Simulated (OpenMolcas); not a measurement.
# One shape, several levels: singlet CH4ClGeO+

We compute a comparison of 6 runs (HF/3-21G, BLYP/6-31G*, PBE/6-31G*, SVWN5/6-31G*, TPSS/6-31G*, r2SCAN/6-31G*) of singlet CH4ClGeO+. 

The results are computed with OpenMolcas 26.06.

1 further run of the same task is left out (set aside as unsound or not needed).

## 1. Starting point

The species is CH4ClGeO+ (8 atoms), meant as a singlet with charge +1. As SMILES of the parent species, `[CH3][Ge]([OH])[Cl]`. Geometry: relaxed at PBE0-D4/def2-TZVP. This is one conformer, not always the lowest. That shape belongs to the parent species and isn't relaxed for this state.

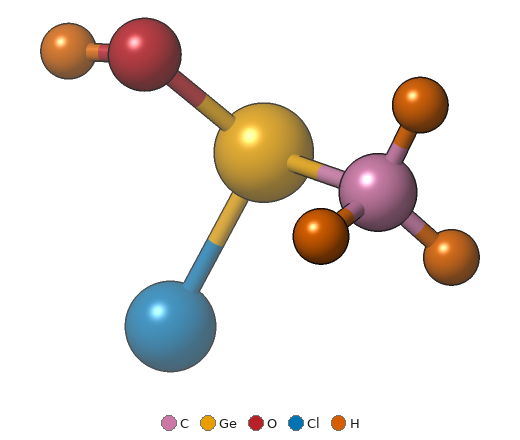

Viewed from a chosen angle; carbon pink, germanium amber, oxygen red, chlorine blue, hydrogen orange.

## 2. The energy at HF/3-21G (run 1)

geom.xyz

```xyz
8

C      0.070000     1.235100    -0.045900
Ge    -0.661500    -0.553500     0.272700
O      0.714600    -1.504600     0.880000
Cl    -1.247100    -1.432100    -1.639400
H      0.419500     1.652400     0.898100
H      0.906900     1.122600    -0.737600
H     -0.694800     1.876200    -0.480900
H      0.584600    -2.453200     0.797100
```

calc.inp

```
&GATEWAY
 BasLib=$CurrDir
 Coord=geom.xyz
 Basis=3-21G
 Group=NoSym

&SEWARD

&SCF
 Charge=1
 Thresholds=1e-10 1e-07 1e-07 1e-05
 PrOrbitals=1 1
```

The basis set 3-21G is read from a file made from the Basis Set Exchange's data (not shown).

Command:

```
$ export MOLCAS_MEM=1860
$ pymolcas calc.inp > calc.log
```

The program printed:

```text
--- Start Module: gateway ---
[...]
--- Stop Module: gateway /rc=_RC_ALL_IS_WELL_ ---
--- Start Module: seward ---
[...]
      Basis functions           61
--- Stop Module: seward /rc=_RC_ALL_IS_WELL_ ---
[...]
--- Start Module: scf ---
[...]
       Convergence after  19 Iterations
[...]
::    Total SCF energy                              -2636.8262358127
[...]
      Total spin, S                                     0.0000000000
[...]
      Total electronic charge=   66.000000
      Total            charge=    1.000000
[...]
      Dipole Moment (debye):
      Origin of the operator (angstrom)=   -0.5607   -0.6956   -0.1644
                   X= -9.6762E-01               Y=  1.8767E+00               Z=  3.2886E+00           Total=  3.9081E+00
      Center of Charge (angstrom)
[...]
--- Stop Module: scf /rc=_RC_ALL_IS_WELL_ ---
[...]
```

Wall time 5.1 s (1 thread of AMD EPYC 7R43 (Zen 3), shared host); peak memory 0.39 GiB.

## 3. A single-point energy at BLYP/6-31G(d) (spherical functions) (run 2)

coord.xyz

```xyz
8

C      0.070000     1.235100    -0.045900
Ge    -0.661500    -0.553500     0.272700
O      0.714600    -1.504600     0.880000
Cl    -1.247100    -1.432100    -1.639400
H      0.419500     1.652400     0.898100
H      0.906900     1.122600    -0.737600
H     -0.694800     1.876200    -0.480900
H      0.584600    -2.453200     0.797100
```

run.inp

```
* CH4ClGeO Kohn-Sham DFT

&GATEWAY
  BasLib
  $CurrDir
  Coord
  coord.xyz
  Basis
  6-31Gs
  Group
  NoSym

&SEWARD
  GridInput
  Grid=UltraFine
  End of Grid

&SCF
  Charge
  1
  KSDFT
  BLYP
  Thresholds
  1e-10 1e-07 1e-07 1e-05
  PrOrbitals
  1 1
```

The basis set 6-31G* is read from a file made from the Basis Set Exchange's data (not shown).

Command:

```
$ export MOLCAS_MEM=1860
$ pymolcas run.inp > run.log
```

The program printed:

```text
--- Start Module: gateway ---
[...]
--- Stop Module: gateway /rc=_RC_ALL_IS_WELL_ ---
--- Start Module: seward ---
[...]
      Basis functions           86
--- Stop Module: seward /rc=_RC_ALL_IS_WELL_ ---
[...]
--- Start Module: scf ---
[...]
       Convergence after  26 Iterations
[...]
::    Total KS-DFT energy                           -2652.3883503130
[...]
      Total spin, S                                     0.0000000000
[...]
      Total electronic charge=   66.000000
      Total            charge=    1.000000
[...]
      Dipole Moment (debye):
      Origin of the operator (angstrom)=   -0.5607   -0.6956   -0.1644
                   X=  2.0061E-01               Y=  1.5792E+00               Z=  1.6031E+00           Total=  2.2592E+00
      Center of Charge (angstrom)
[...]
--- Stop Module: scf /rc=_RC_ALL_IS_WELL_ ---
[...]
```

Run time: 45 s. Hardware: 1 thread of AMD EPYC 7R43 (Zen 3), shared host; peak memory 0.47 GiB.

Runs 3 to 5 aren't shown in full; the table further down has their settings and results.

## 4. The energy at r2SCAN/6-31G(d) (spherical functions) (run 6)

calc.input

```
>>> EXPORT MOLCAS_PRINT=2

&gateway
 baslib
 $CurrDir
 coord
 8
 angstrom
 C        0.070000       1.235100      -0.045900
 Ge      -0.661500      -0.553500       0.272700
 O        0.714600      -1.504600       0.880000
 Cl      -1.247100      -1.432100      -1.639400
 H        0.419500       1.652400       0.898100
 H        0.906900       1.122600      -0.737600
 H       -0.694800       1.876200      -0.480900
 H        0.584600      -2.453200       0.797100
 basis
 6-31Gs
 group
 NoSym

&seward
 gridinput
 Grid=UltraFine
 End of Grid

&scf
 charge
 1
 ksdft
 2
 1.0 MGGA_X_R2SCAN
 1.0 MGGA_C_R2SCAN
 thresholds
 1e-10 1e-07 1e-07 1e-05
 prorbitals
 1 2
```

The basis set 6-31G* is read from a file made from the Basis Set Exchange's data (not shown).

Command:

```
$ export MOLCAS_MEM=1860
$ pymolcas calc.input > calc.log
```

The program printed:

```text
--- Start Module: gateway ---
[...]
--- Stop Module: gateway /rc=_RC_ALL_IS_WELL_ ---
--- Start Module: seward ---
[...]
      Basis functions           86
--- Stop Module: seward /rc=_RC_ALL_IS_WELL_ ---
[...]
--- Start Module: scf ---
[...]
       Convergence after  24 Iterations
[...]
::    Total KS-DFT energy                           -2652.2553905954
[...]
      Total spin, S                                     0.0000000000
[...]
      Total electronic charge=   66.000000
      Total            charge=    1.000000
[...]
      Dipole Moment (debye):
      Origin of the operator (angstrom)=   -0.5607   -0.6956   -0.1644
                   X=  7.6510E-02               Y=  1.6340E+00               Z=  1.7805E+00           Total=  2.4178E+00
      Center of Charge (angstrom)
[...]
--- Stop Module: scf /rc=_RC_ALL_IS_WELL_ ---
[...]
```

It took 53 s on 1 thread of AMD EPYC 7R43 (Zen 3), shared host; peak memory 0.47 GiB.

## 5. All runs side by side

```csv
run,level,integration grid,energy (Eh),HOMO energy (eV),LUMO energy (eV),HOMO–LUMO gap (eV),wall time
1,HF/3-21G,–,-2636.826236,-18.01,-7.63,10.38,5.1 s
2,BLYP/6-31G* (spherical functions),UltraFine,-2652.388350,-13.00,-11.01,1.99,45 s
3,PBE/6-31G* (spherical functions),UltraFine,-2651.732010,-13.19,-11.13,2.05,41 s
4,SVWN5/6-31G* (spherical functions),UltraFine,-2646.810756,-13.32,-11.33,1.99,28 s
5,TPSS/6-31G* (spherical functions),UltraFine,-2652.378588,-13.31,-11.11,2.20,59 s
6,r2SCAN/6-31G* (spherical functions),UltraFine,-2652.255391,-13.58,-11.21,2.37,53 s
```

## 6. Summary of results

| quantity | value |
| --- | --- |
| run 6: total energy | -2652.25539 Eh |
| run 6: HOMO energy | -13.58 eV |
| run 6: LUMO energy | -11.21 eV |
| run 6: HOMO–LUMO gap | 2.37 eV |

In words: The HOMO–LUMO gap runs from 1.99 eV (BLYP/6-31G*) to 10.38 eV (HF/3-21G). The two ends differ in method and basis. Totals of different functionals can't be ranked against each other. All runs together took 3.9 min, the longest 59 s.
